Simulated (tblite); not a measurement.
# C4H7GeO: geometry relaxation (part 2 of 2)

The same run, continued: C4H7GeO, multiplicity 2, SMILES C[C]1OC=[CH][GeH2]1; GFN2-xTB geometry optimisation, gas phase (tblite 0.8.0). It belongs to a series of runs on one base structure; here: H removed from sp3 C.

Geometry of the input (Å):
```
C  -2.0392  -0.1934  -0.2269
C  -0.6469  -0.4752  -0.7586
O  0.1083  -1.1897  0.2177
C  1.4343  -1.1091  0.2076
C  1.9885  0.0171  -0.1622
Ge 0.4606  1.1632  -0.6054
H  -2.7255  -0.2817  -1.1016
H  -2.3134  -0.9531  0.5454
H  -2.0427  0.8245  0.1951
H  2.0873  -1.9643  0.5289
H  3.0241  0.2692  -0.2376
H  0.0528  2.0212  0.5882
H  0.6074  1.8719  -1.9308
```

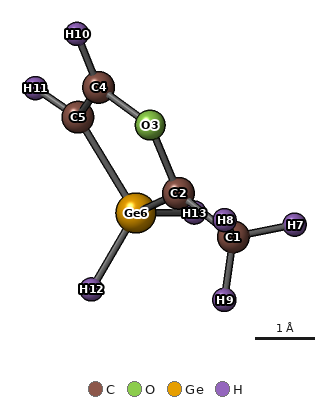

*The geometry at step 37 of the log (ball-and-stick view, seen at a tilt; atoms are numbered from 1 in the order of the input).*

Trajectory as extended XYZ, continued:
```
13
Properties=species:S:1:pos:R:3:forces:R:3 step=23 energy=-490.40810
C    -2.0725   -0.2796   -0.1535   -0.1020  -0.0330  -0.0160
C    -0.5970   -0.1666   -0.2331   -0.0570   0.0590  -0.0190
O     0.0854   -1.2899    0.0727    0.0160  -0.0290   0.0050
C     1.4205   -1.1499    0.1062    0.0700  -0.0110   0.0080
C     2.0017    0.0391   -0.1362   -0.0060   0.1130  -0.0620
Ge    0.6057    1.3079   -0.5666    0.0080   0.0160   0.0150
H    -2.5308   -0.4500   -1.1314    0.0640   0.0010  -0.0650
H    -2.3490   -1.1172    0.4865   -0.0230   0.0470   0.0290
H    -2.4893    0.6477    0.2359   -0.0380  -0.0090   0.0490
H     1.9298   -2.0698    0.3453    0.0120  -0.0420   0.0370
H     3.0686    0.1502   -0.0951   -0.0150   0.0130  -0.0210
H     0.3422    2.5192    0.3126    0.0630  -0.0830  -0.0100
H     0.5803    1.8594   -1.9835    0.0080  -0.0420   0.0500
13
Properties=species:S:1:pos:R:3:forces:R:3 step=24 energy=-490.40951
C    -2.0754   -0.2799   -0.1528   -0.0530  -0.0070  -0.0180
C    -0.5984   -0.1628   -0.2278   -0.0390   0.0150   0.0020
O     0.0859   -1.2893    0.0713   -0.0150   0.0320  -0.0050
C     1.4215   -1.1494    0.1032    0.0370   0.0170   0.0220
C     2.0012    0.0424   -0.1331   -0.0010   0.0240  -0.0610
Ge    0.6084    1.3098   -0.5619   -0.0440   0.0150  -0.0610
H    -2.5259   -0.4539   -1.1337    0.0500   0.0190  -0.0540
H    -2.3508   -1.1185    0.4849   -0.0250   0.0260   0.0420
H    -2.4985    0.6451    0.2383   -0.0160  -0.0340   0.0160
H     1.9278   -2.0711    0.3431    0.0250  -0.0270   0.0230
H     3.0677    0.1512   -0.0972    0.0170   0.0210  -0.0110
H     0.3514    2.5226    0.3105    0.0530  -0.0510   0.0150
H     0.5808    1.8543   -1.9852    0.0100  -0.0490   0.0880
13
Properties=species:S:1:pos:R:3:forces:R:3 step=26 energy=-490.41145
C    -2.0804   -0.2800   -0.1542    0.0370  -0.0050  -0.0010
C    -0.6021   -0.1611   -0.2285    0.0140   0.0070   0.0340
O     0.0859   -1.2857    0.0726    0.0120   0.0080  -0.0030
C     1.4239   -1.1474    0.1024   -0.0360   0.0200   0.0300
C     2.0005    0.0469   -0.1331    0.0150  -0.0590  -0.0510
Ge    0.6068    1.3104   -0.5599   -0.0510  -0.0250  -0.0610
H    -2.5207   -0.4554   -1.1388    0.0030   0.0240  -0.0330
H    -2.3535   -1.1169    0.4859   -0.0340  -0.0070   0.0250
H    -2.5046    0.6424    0.2410   -0.0220  -0.0210  -0.0210
H     1.9285   -2.0719    0.3429    0.0010   0.0360   0.0050
H     3.0671    0.1550   -0.1019    0.0210   0.0280  -0.0060
H     0.3619    2.5189    0.3130    0.0340   0.0050   0.0400
H     0.5823    1.8452   -1.9817    0.0040  -0.0120   0.0410
13
Properties=species:S:1:pos:R:3:forces:R:3 step=27 energy=-490.41218
C    -2.0816   -0.2805   -0.1550    0.0410  -0.0010   0.0050
C    -0.6031   -0.1599   -0.2276    0.0150  -0.0220   0.0430
O     0.0860   -1.2847    0.0730    0.0060   0.0120   0.0030
C     1.4242   -1.1462    0.1032   -0.0310   0.0140   0.0210
C     2.0005    0.0478   -0.1346    0.0150  -0.0570  -0.0500
Ge    0.6048    1.3101   -0.5612   -0.0180  -0.0340  -0.0030
H    -2.5187   -0.4550   -1.1416   -0.0040   0.0190  -0.0110
H    -2.3554   -1.1162    0.4868   -0.0290  -0.0120   0.0030
H    -2.5073    0.6408    0.2413   -0.0200  -0.0130  -0.0320
H     1.9287   -2.0713    0.3431   -0.0040   0.0470   0.0050
H     3.0675    0.1575   -0.1042    0.0020   0.0220  -0.0050
H     0.3670    2.5170    0.3154    0.0280   0.0100   0.0340
H     0.5832    1.8411   -1.9791   -0.0020   0.0160  -0.0130
13
Properties=species:S:1:pos:R:3:forces:R:3 step=28 energy=-490.41268
C    -2.0819   -0.2811   -0.1553    0.0190   0.0000   0.0060
C    -0.6035   -0.1588   -0.2247    0.0020  -0.0370   0.0390
O     0.0862   -1.2842    0.0729   -0.0070   0.0160   0.0130
C     1.4239   -1.1451    0.1040   -0.0140   0.0040   0.0100
C     2.0007    0.0478   -0.1362    0.0120  -0.0350  -0.0500
Ge    0.6036    1.3096   -0.5619    0.0080  -0.0280   0.0350
H    -2.5170   -0.4547   -1.1436    0.0030   0.0140   0.0090
H    -2.3574   -1.1162    0.4872   -0.0200  -0.0120  -0.0160
H    -2.5105    0.6390    0.2409   -0.0110  -0.0080  -0.0360
H     1.9282   -2.0701    0.3431    0.0020   0.0360   0.0110
H     3.0678    0.1595   -0.1061   -0.0090   0.0130  -0.0040
H     0.3718    2.5164    0.3174    0.0240   0.0050   0.0240
H     0.5837    1.8383   -1.9779   -0.0080   0.0320  -0.0420
13
Properties=species:S:1:pos:R:3:forces:R:3 step=30 energy=-490.41362
C    -2.0821   -0.2826   -0.1552   -0.0320  -0.0030   0.0040
C    -0.6041   -0.1573   -0.2147   -0.0230  -0.0160   0.0110
O     0.0865   -1.2838    0.0726   -0.0220   0.0020   0.0470
C     1.4231   -1.1431    0.1054    0.0180  -0.0180  -0.0170
C     2.0015    0.0466   -0.1423   -0.0050   0.0170  -0.0330
Ge    0.6026    1.3081   -0.5615    0.0230   0.0110   0.0340
H    -2.5128   -0.4537   -1.1469    0.0220  -0.0040   0.0280
H    -2.3628   -1.1173    0.4867   -0.0050  -0.0110  -0.0400
H    -2.5184    0.6350    0.2382    0.0080   0.0110  -0.0270
H     1.9271   -2.0668    0.3442    0.0250  -0.0110   0.0250
H     3.0680    0.1634   -0.1096   -0.0090  -0.0090  -0.0070
H     0.3828    2.5159    0.3212    0.0170  -0.0050   0.0070
H     0.5841    1.8360   -1.9785   -0.0170   0.0360  -0.0330
13
Properties=species:S:1:pos:R:3:forces:R:3 step=31 energy=-490.41405
C    -2.0828   -0.2833   -0.1547   -0.0330  -0.0020   0.0010
C    -0.6048   -0.1570   -0.2094   -0.0160   0.0060  -0.0020
O     0.0864   -1.2838    0.0731   -0.0130  -0.0070   0.0590
C     1.4231   -1.1428    0.1056    0.0190  -0.0200  -0.0240
C     2.0020    0.0457   -0.1465   -0.0130   0.0240  -0.0140
Ge    0.6028    1.3075   -0.5607    0.0100   0.0270   0.0030
H    -2.5100   -0.4532   -1.1477    0.0200  -0.0140   0.0170
H    -2.3658   -1.1182    0.4856   -0.0030  -0.0140  -0.0380
H    -2.5219    0.6336    0.2363    0.0120   0.0210  -0.0150
H     1.9274   -2.0655    0.3460    0.0280  -0.0250   0.0250
H     3.0680    0.1648   -0.1110   -0.0050  -0.0180  -0.0120
H     0.3877    2.5157    0.3228    0.0150  -0.0050   0.0050
H     0.5836    1.8370   -1.9797   -0.0210   0.0260  -0.0050
13
Properties=species:S:1:pos:R:3:forces:R:3 step=33 energy=-490.41482
C    -2.0851   -0.2841   -0.1537    0.0090   0.0050  -0.0060
C    -0.6067   -0.1570   -0.2022    0.0200   0.0280  -0.0050
O     0.0858   -1.2836    0.0780    0.0190  -0.0070   0.0500
C     1.4239   -1.1433    0.1047    0.0050  -0.0070  -0.0080
C     2.0022    0.0443   -0.1548   -0.0180   0.0030   0.0210
Ge    0.6029    1.3073   -0.5601   -0.0200   0.0230  -0.0440
H    -2.5045   -0.4531   -1.1487   -0.0020  -0.0230  -0.0270
H    -2.3716   -1.1204    0.4820   -0.0060  -0.0160  -0.0140
H    -2.5264    0.6333    0.2322    0.0070   0.0250   0.0070
H     1.9301   -2.0641    0.3513    0.0070  -0.0110   0.0100
H     3.0677    0.1664   -0.1143   -0.0070  -0.0270  -0.0270
H     0.3962    2.5140    0.3266    0.0110   0.0010   0.0060
H     0.5812    1.8409   -1.9813   -0.0260   0.0090   0.0380
13
Properties=species:S:1:pos:R:3:forces:R:3 step=34 energy=-490.41522
C    -2.0862   -0.2842   -0.1537    0.0310   0.0060  -0.0110
C    -0.6074   -0.1571   -0.1999    0.0320   0.0200   0.0020
O     0.0857   -1.2832    0.0829    0.0270   0.0020   0.0300
C     1.4245   -1.1438    0.1041   -0.0030   0.0020   0.0130
C     2.0017    0.0440   -0.1585   -0.0140  -0.0110   0.0300
Ge    0.6022    1.3076   -0.5606   -0.0210   0.0050  -0.0420
H    -2.5021   -0.4534   -1.1496   -0.0110  -0.0210  -0.0430
H    -2.3745   -1.1217    0.4795   -0.0050  -0.0100  -0.0010
H    -2.5275    0.6341    0.2300    0.0030   0.0160   0.0130
H     1.9321   -2.0634    0.3544   -0.0080   0.0040  -0.0010
H     3.0672    0.1667   -0.1172   -0.0090  -0.0290  -0.0340
H     0.4007    2.5124    0.3296    0.0090   0.0050   0.0040
H     0.5793    1.8427   -1.9812   -0.0290   0.0100   0.0390
13
Properties=species:S:1:pos:R:3:forces:R:3 step=35 energy=-490.41561
C    -2.0868   -0.2843   -0.1544    0.0370   0.0050  -0.0160
C    -0.6075   -0.1572   -0.1980    0.0290   0.0050   0.0090
O     0.0859   -1.2827    0.0892    0.0220   0.0130   0.0040
C     1.4250   -1.1440    0.1040   -0.0080   0.0100   0.0370
C     2.0007    0.0440   -0.1615   -0.0050  -0.0180   0.0310
Ge    0.6008    1.3079   -0.5617   -0.0120  -0.0150  -0.0210
H    -2.5004   -0.4539   -1.1512   -0.0090  -0.0140  -0.0440
H    -2.3771   -1.1229    0.4766   -0.0010   0.0020   0.0060
H    -2.5279    0.6351    0.2278    0.0010   0.0000   0.0140
H     1.9340   -2.0625    0.3572   -0.0170   0.0150  -0.0080
H     3.0663    0.1666   -0.1213   -0.0080  -0.0280  -0.0400
H     0.4055    2.5102    0.3333    0.0050   0.0090  -0.0010
H     0.5770    1.8441   -1.9803   -0.0330   0.0160   0.0270
13
Properties=species:S:1:pos:R:3:forces:R:3 step=37 energy=-490.41632
C    -2.0861   -0.2845   -0.1570    0.0040  -0.0030  -0.0180
C    -0.6065   -0.1573   -0.1939   -0.0100  -0.0170   0.0080
O     0.0870   -1.2813    0.1005   -0.0170   0.0170  -0.0240
C     1.4256   -1.1432    0.1067   -0.0090   0.0130   0.0540
C     1.9986    0.0441   -0.1648    0.0150  -0.0050   0.0160
Ge    0.5982    1.3079   -0.5639    0.0170  -0.0250   0.0330
H    -2.4983   -0.4550   -1.1560    0.0200   0.0040  -0.0080
H    -2.3809   -1.1242    0.4718    0.0120   0.0270   0.0020
H    -2.5279    0.6362    0.2242    0.0060  -0.0320   0.0010
H     1.9359   -2.0603    0.3611   -0.0110   0.0060  -0.0030
H     3.0642    0.1650   -0.1314    0.0110  -0.0200  -0.0400
H     0.4144    2.5062    0.3399   -0.0020   0.0070  -0.0140
H     0.5711    1.8469   -1.9776   -0.0370   0.0290  -0.0070
13
Properties=species:S:1:pos:R:3:forces:R:3 step=38 energy=-490.41678
C    -2.0853   -0.2848   -0.1591   -0.0220  -0.0080  -0.0140
C    -0.6057   -0.1572   -0.1900   -0.0330  -0.0170  -0.0020
O     0.0877   -1.2803    0.1063   -0.0370   0.0080  -0.0240
C     1.4257   -1.1424    0.1101   -0.0080   0.0090   0.0450
C     1.9977    0.0438   -0.1662    0.0230   0.0060   0.0070
Ge    0.5973    1.3073   -0.5646    0.0270  -0.0130   0.0500
H    -2.4962   -0.4558   -1.1596    0.0390   0.0140   0.0160
H    -2.3831   -1.1245    0.4690    0.0190   0.0310  -0.0030
H    -2.5283    0.6358    0.2222    0.0090  -0.0410  -0.0100
H     1.9364   -2.0589    0.3634   -0.0020  -0.0080   0.0050
H     3.0632    0.1629   -0.1386    0.0280  -0.0130  -0.0350
H     0.4200    2.5045    0.3430   -0.0050   0.0030  -0.0190
H     0.5662    1.8499   -1.9761   -0.0370   0.0280  -0.0150
13
Properties=species:S:1:pos:R:3:forces:R:3 step=40 energy=-490.41806
C    -2.0847   -0.2863   -0.1647   -0.0400  -0.0110   0.0050
C    -0.6055   -0.1559   -0.1763   -0.0410   0.0040  -0.0300
O     0.0876   -1.2777    0.1211   -0.0390  -0.0140   0.0040
C     1.4254   -1.1403    0.1215   -0.0080  -0.0010  -0.0060
C     1.9972    0.0417   -0.1713    0.0260   0.0110  -0.0080
Ge    0.5968    1.3058   -0.5644    0.0220   0.0280   0.0390
H    -2.4849   -0.4585   -1.1702    0.0510   0.0320   0.0400
H    -2.3901   -1.1250    0.4605    0.0250   0.0080  -0.0020
H    -2.5321    0.6321    0.2161   -0.0020  -0.0270  -0.0340
H     1.9378   -2.0561    0.3719   -0.0020  -0.0230   0.0230
H     3.0631    0.1549   -0.1614    0.0480   0.0010  -0.0170
H     0.4372    2.5024    0.3488   -0.0120  -0.0070  -0.0160
H     0.5478    1.8633   -1.9718   -0.0280  -0.0010   0.0020
13
Properties=species:S:1:pos:R:3:forces:R:3 step=41 energy=-490.41855
C    -2.0854   -0.2871   -0.1664   -0.0170  -0.0070   0.0130
C    -0.6064   -0.1548   -0.1709   -0.0130   0.0120  -0.0310
O     0.0866   -1.2765    0.1265   -0.0130  -0.0120   0.0140
C     1.4250   -1.1399    0.1256   -0.0060  -0.0030  -0.0250
C     1.9980    0.0403   -0.1735    0.0160   0.0030  -0.0080
Ge    0.5974    1.3058   -0.5633    0.0110   0.0310   0.0170
H    -2.4780   -0.4596   -1.1739    0.0320   0.0310   0.0240
H    -2.3927   -1.1255    0.4571    0.0210  -0.0130   0.0060
H    -2.5351    0.6298    0.2133   -0.0140  -0.0060  -0.0350
H     1.9384   -2.0557    0.3759   -0.0160  -0.0130   0.0220
H     3.0645    0.1513   -0.1704    0.0340   0.0020  -0.0100
H     0.4443    2.5031    0.3497   -0.0140  -0.0070  -0.0060
H     0.5393    1.8692   -1.9700   -0.0210  -0.0180   0.0190
13
Properties=species:S:1:pos:R:3:forces:R:3 step=42 energy=-490.41884
C    -2.0862   -0.2876   -0.1667    0.0080  -0.0020   0.0140
C    -0.6074   -0.1537   -0.1687    0.0130   0.0130  -0.0210
O     0.0855   -1.2757    0.1292    0.0100  -0.0020   0.0140
C     1.4246   -1.1399    0.1268   -0.0030  -0.0020  -0.0270
C     1.9989    0.0394   -0.1746    0.0070  -0.0040  -0.0080
Ge    0.5982    1.3063   -0.5620    0.0050   0.0180   0.0020
H    -2.4733   -0.4600   -1.1753    0.0100   0.0250   0.0030
H    -2.3937   -1.1262    0.4556    0.0170  -0.0240   0.0120
H    -2.5378    0.6282    0.2116   -0.0210   0.0090  -0.0300
H     1.9383   -2.0559    0.3778   -0.0280  -0.0010   0.0180
H     3.0660    0.1494   -0.1747    0.0140   0.0000  -0.0060
H     0.4480    2.5046    0.3495   -0.0140  -0.0040   0.0030
H     0.5345    1.8716   -1.9687   -0.0170  -0.0260   0.0260
13
Properties=species:S:1:pos:R:3:forces:R:3 step=44 energy=-490.41929
C    -2.0867   -0.2885   -0.1665    0.0320   0.0070   0.0040
C    -0.6079   -0.1517   -0.1674    0.0290   0.0050   0.0080
O     0.0844   -1.2737    0.1342    0.0260   0.0200  -0.0050
C     1.4237   -1.1399    0.1266    0.0090   0.0030  -0.0080
C     2.0004    0.0384   -0.1764   -0.0030  -0.0090  -0.0090
Ge    0.5995    1.3081   -0.5593    0.0050  -0.0150  -0.0050
H    -2.4667   -0.4594   -1.1771   -0.0160   0.0040  -0.0190
H    -2.3932   -1.1287    0.4542    0.0140  -0.0150   0.0060
H    -2.5431    0.6262    0.2076   -0.0170   0.0170  -0.0080
H     1.9362   -2.0564    0.3800   -0.0300   0.0070   0.0090
H     3.0686    0.1470   -0.1802   -0.0200  -0.0070  -0.0040
H     0.4528    2.5076    0.3495   -0.0150   0.0040   0.0170
H     0.5276    1.8714   -1.9654   -0.0130  -0.0220   0.0140
13
Properties=species:S:1:pos:R:3:forces:R:3 step=45 energy=-490.41950
C    -2.0861   -0.2888   -0.1669    0.0230   0.0100  -0.0040
C    -0.6074   -0.1507   -0.1664    0.0180   0.0040   0.0190
O     0.0844   -1.2723    0.1378    0.0180   0.0230  -0.0140
C     1.4235   -1.1396    0.1269    0.0120   0.0020   0.0020
C     2.0010    0.0379   -0.1778   -0.0020  -0.0060  -0.0120
Ge    0.6001    1.3086   -0.5580    0.0060  -0.0210  -0.0010
H    -2.4639   -0.4585   -1.1786   -0.0160  -0.0080  -0.0150
H    -2.3924   -1.1301    0.4532    0.0150  -0.0010  -0.0050
H    -2.5457    0.6255    0.2047   -0.0070   0.0120   0.0040
H     1.9343   -2.0562    0.3818   -0.0170   0.0010   0.0080
H     3.0693    0.1454   -0.1844   -0.0230  -0.0070  -0.0020
H     0.4553    2.5083    0.3506   -0.0140   0.0060   0.0190
H     0.5230    1.8709   -1.9631   -0.0110  -0.0160   0.0020
13
Properties=species:S:1:pos:R:3:forces:R:3 step=47 energy=-490.41973
C    -2.0845   -0.2888   -0.1682   -0.0050   0.0100  -0.0110
C    -0.6061   -0.1496   -0.1639   -0.0070   0.0090   0.0130
O     0.0854   -1.2703    0.1421   -0.0060   0.0060  -0.0100
C     1.4239   -1.1388    0.1286    0.0030  -0.0030   0.0030
C     2.0013    0.0373   -0.1803    0.0030  -0.0030  -0.0130
Ge    0.6008    1.3084   -0.5571    0.0010   0.0000   0.0060
H    -2.4615   -0.4576   -1.1813    0.0010  -0.0150   0.0020
H    -2.3911   -1.1311    0.4512    0.0140   0.0150  -0.0150
H    -2.5474    0.6255    0.2010    0.0060  -0.0010   0.0110
H     1.9318   -2.0558    0.3853    0.0070  -0.0100   0.0090
H     3.0691    0.1431   -0.1911    0.0010   0.0000   0.0010
H     0.4574    2.5074    0.3538   -0.0110   0.0010   0.0130
H     0.5164    1.8710   -1.9604   -0.0070  -0.0100  -0.0100
13
Properties=species:S:1:pos:R:3:forces:R:3 step=48 energy=-490.41980
C    -2.0840   -0.2884   -0.1689   -0.0100   0.0080  -0.0090
C    -0.6057   -0.1491   -0.1626   -0.0100   0.0110   0.0060
O     0.0858   -1.2698    0.1427   -0.0120  -0.0040  -0.0040
C     1.4243   -1.1387    0.1293   -0.0040  -0.0050   0.0000
C     2.0014    0.0370   -0.1814    0.0030  -0.0030  -0.0110
Ge    0.6010    1.3081   -0.5570   -0.0020   0.0130   0.0070
H    -2.4609   -0.4577   -1.1820    0.0070  -0.0120   0.0050
H    -2.3906   -1.1309    0.4503    0.0110   0.0140  -0.0120
H    -2.5475    0.6257    0.2002    0.0070  -0.0030   0.0100
H     1.9313   -2.0558    0.3871    0.0110  -0.0090   0.0070
H     3.0689    0.1424   -0.1932    0.0120   0.0030   0.0020
H     0.4573    2.5066    0.3553   -0.0080  -0.0030   0.0080
H     0.5143    1.8712   -1.9600   -0.0050  -0.0090  -0.0090
13
Properties=species:S:1:pos:R:3:forces:R:3 step=50 energy=-490.41992
C    -2.0835   -0.2872   -0.1699   -0.0030   0.0010   0.0000
C    -0.6054   -0.1474   -0.1605   -0.0010   0.0060  -0.0040
O     0.0857   -1.2690    0.1427   -0.0080  -0.0110   0.0060
C     1.4246   -1.1390    0.1297   -0.0110  -0.0020  -0.0030
C     2.0020    0.0359   -0.1838    0.0010  -0.0050  -0.0020
Ge    0.6016    1.3084   -0.5564   -0.0020   0.0160   0.0030
H    -2.4595   -0.4585   -1.1828    0.0080  -0.0020  -0.0030
H    -2.3889   -1.1301    0.4484    0.0000   0.0010   0.0020
H    -2.5480    0.6260    0.1998    0.0040   0.0000   0.0040
H     1.9306   -2.0564    0.3902    0.0050   0.0040  -0.0020
H     3.0695    0.1416   -0.1956    0.0120   0.0020   0.0020
H     0.4562    2.5058    0.3577   -0.0030  -0.0050   0.0010
H     0.5108    1.8704   -1.9598   -0.0020  -0.0050  -0.0040
13
Properties=species:S:1:pos:R:3:forces:R:3 step=51 energy=-490.41994
C    -2.0836   -0.2869   -0.1700    0.0010  -0.0010   0.0010
C    -0.6055   -0.1470   -0.1605    0.0030   0.0020  -0.0020
O     0.0854   -1.2689    0.1425   -0.0030  -0.0060   0.0040
C     1.4243   -1.1392    0.1294   -0.0070   0.0000  -0.0010
C     2.0022    0.0356   -0.1842   -0.0010  -0.0030   0.0000
Ge    0.6017    1.3088   -0.5561    0.0020   0.0070   0.0000
H    -2.4591   -0.4588   -1.1828    0.0050   0.0000  -0.0050
H    -2.3884   -1.1299    0.4482   -0.0030  -0.0020   0.0050
H    -2.5482    0.6260    0.2000    0.0020   0.0020   0.0020
H     1.9306   -2.0565    0.3905    0.0020   0.0070  -0.0040
H     3.0699    0.1417   -0.1954    0.0030  -0.0010   0.0020
H     0.4558    2.5059    0.3581   -0.0020  -0.0030   0.0020
H     0.5104    1.8697   -1.9599   -0.0010  -0.0040  -0.0020
```

Key numbers:

- outcome: converged
- total energy: −490.4199 eV
- hardware: 1 CPU thread, shared host
- peak memory: 0.18 GiB
